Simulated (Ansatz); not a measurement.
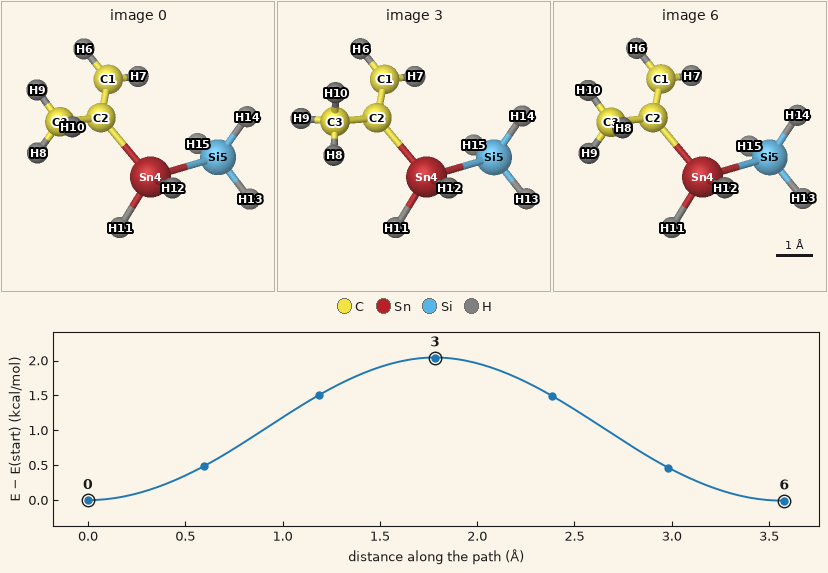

A nudged-elastic-band calculation for C$_{3}$H$_{10}$SiSn. Images are numbered from 0 (start) to 6 (end). Style: ball-and-stick. Shown at a tilt.

Level of theory: RKS BLYP-D4/def2-SVP (Ansatz). Run with 5 movable images; climbing image; force threshold 0.05 eV/Å; iteration limit 60; starting path by image-dependent pair potential.

Read off the barrier and say what moves.

Answer. The two ends have the same energy, and the highest point, image 3, lies 2.04 kcal/mol above the start. The motion is a rotation about the C2–C3 bond by about 120°. No bond forms or breaks between the ends. The band converged in 5 iterations, with a climbing image at the top. At the top, the vibrational analysis gives one imaginary mode (189i cm⁻¹), as a transition state must have.

The run took 47 s on 2 threads of AMD EPYC 9R45 96-Core Processor (Zen 5), with other jobs on the host, peak memory 0.21 GiB.
